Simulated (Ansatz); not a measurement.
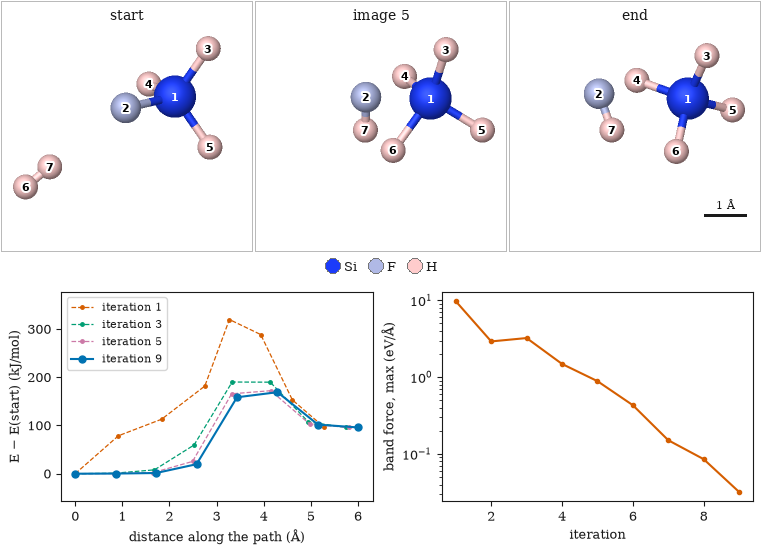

A nudged-elastic-band calculation for SiH5F, made up of SiH₃F and H2. Images are numbered from 0 (start) to 7 (end). The plot follows the band through its iterations. A ball-and-stick model, seen from a free direction.

Theory: Ansatz, RKS CAM-B3LYP/def2-SVP.

Input
```yaml
crystal:
  periodic: [false, false, false]
  atoms:
    - { symbol: Si, position_ang: [0.538342, 0.0, -0.382022] }
    - { symbol: F, position_ang: [-0.240397, 0.0, 1.044898] }
    - { symbol: H, position_ang: [1.997986, 0.0, -0.114717] }
    - { symbol: H, position_ang: [0.146728, 1.219791, -1.130547] }
    - { symbol: H, position_ang: [0.146728, -1.219791, -1.130547] }
    - { symbol: H, position_ang: [-3.121181, 0.0, 2.241666] }
    - { symbol: H, position_ang: [-2.402507, 0.0, 1.98277] }
basis:
  gaussian: { orbitals: def2-SVP }
hamiltonian:
  xc: cam_b3lyp
neb:
  order_check: false
  images: 6
  f_tol: 0.05
  max_iterations: 60
  climbing: false
  final_atoms:
    - { symbol: Si, position_ang: [-0.13881832, -0.3354794, -0.3497301] }
    - { symbol: F, position_ang: [-0.76532594, 1.1914656, 2.17407739] }
    - { symbol: H, position_ang: [1.0629375, -0.48997021, 0.50619233] }
    - { symbol: H, position_ang: [-0.30620575, 1.07328885, -0.78326667] }
    - { symbol: H, position_ang: [-0.0108729, -1.21076252, -1.54651848] }
    - { symbol: H, position_ang: [-1.35008006, -0.77480665, 0.40403527] }
    - { symbol: H, position_ang: [-1.42593554, 0.54626433, 2.10671125] }
  initial_path:
    images:
      - { positions_ang: [[0.538342, 0.0, -0.382022], [-0.240397, 0.0, 1.044898], [1.997986, 0.0, -0.114717], [0.146728, 1.219791, -1.130547], [0.146728, -1.219791, -1.130547], [-3.121181, 0.0, 2.241666], [-2.402507, 0.0, 1.98277]] }
      - { positions_ang: [[0.39630737, 0.0, -0.25724493], [-0.22860595, 0.0, 1.31199903], [1.84646131, 0.0, -0.15542155], [-0.06117859, 1.21167929, -0.95409257], [-0.06117859, -1.21167929, -0.95409257], [-2.7108068, 0.0, 1.71504677], [-2.11529974, 0.0, 1.80530682]] }
      - { positions_ang: [[0.25427274, 0.0, -0.13246785], [-0.2168149, 0.0, 1.57910006], [1.69493662, 0.0, -0.1961261], [-0.26908519, 1.20356757, -0.77763814], [-0.26908519, -1.20356757, -0.77763814], [-2.30043261, 0.0, 1.18842754], [-1.82809248, 0.0, 1.62784363]] }
      - { positions_ang: [[0.11223811, 0.0, -0.00769078], [-0.20502385, 0.0, 1.84620109], [1.54341194, 0.0, -0.23683064], [-0.47699178, 1.19545586, -0.60118371], [-0.47699178, -1.19545586, -0.60118371], [-1.89005841, 0.0, 0.6618083], [-1.54088522, 0.0, 1.45038045]] }
      - { positions_ang: [[0.01550092, -0.04792563, -0.00307765], [-0.2800137, 0.17020937, 2.00751243], [1.40983358, -0.06999574, -0.14812931], [-0.5416966, 1.17452698, -0.55157224], [-0.4995062, -1.19416607, -0.66060821], [-1.63704399, -0.11068666, 0.39928963], [-1.40137501, 0.07803776, 1.46808634]] }
      - { positions_ang: [[-0.03593883, -0.14377688, -0.11862846], [-0.44178444, 0.51062812, 2.06303409], [1.29420155, -0.20998723, 0.0699779], [-0.46319965, 1.14078093, -0.62880371], [-0.33662843, -1.19969822, -0.95591163], [-1.54138935, -0.33205999, 0.40087151], [-1.40956185, 0.23411328, 1.68096131]] }
      - { positions_ang: [[-0.08737857, -0.23962814, -0.23417928], [-0.60355519, 0.85104686, 2.11855574], [1.17856953, -0.34997872, 0.28808512], [-0.3847027, 1.10703489, -0.70603519], [-0.17375067, -1.20523037, -1.25121506], [-1.4457347, -0.55343332, 0.40245339], [-1.4177487, 0.39018881, 1.89383628]] }
      - { positions_ang: [[-0.13881832, -0.3354794, -0.3497301], [-0.76532594, 1.1914656, 2.17407739], [1.0629375, -0.48997021, 0.50619233], [-0.30620575, 1.07328885, -0.78326667], [-0.0108729, -1.21076252, -1.54651848], [-1.35008006, -0.77480665, 0.40403527], [-1.42593554, 0.54626433, 2.10671125]] }
```

Run as
```bash
ansatz run input.yaml --threads 1 --pin off --max-ram 2048MiB --backend cpu --events-out ev --progress --plain --runs-dir out
```

Question: Judge this run.

Answer: The run is converged, with reservations. The band converged in 9 iterations. The largest component of the band force went from 9.7 to 0.032 eV/Å. No image climbed, so the highest image needn't lie on the saddle point, and the true maximum along this path can be higher. The first iteration put the highest image at 319.8 kJ/mol. The energy climbs by 169.1 kJ/mol to image 5 and then falls by 73.2 kJ/mol, so the end point sits at +95.9 kJ/mol.

Limits of the set-up: the start holds two separate molecules, 2.4 Å apart at their closest, whose relative position is a soft coordinate and is computed without a dispersion correction.

Cost: 60 s on 1 thread of Arm Neoverse V2, with other jobs on the host, peak memory 0.11 GiB.
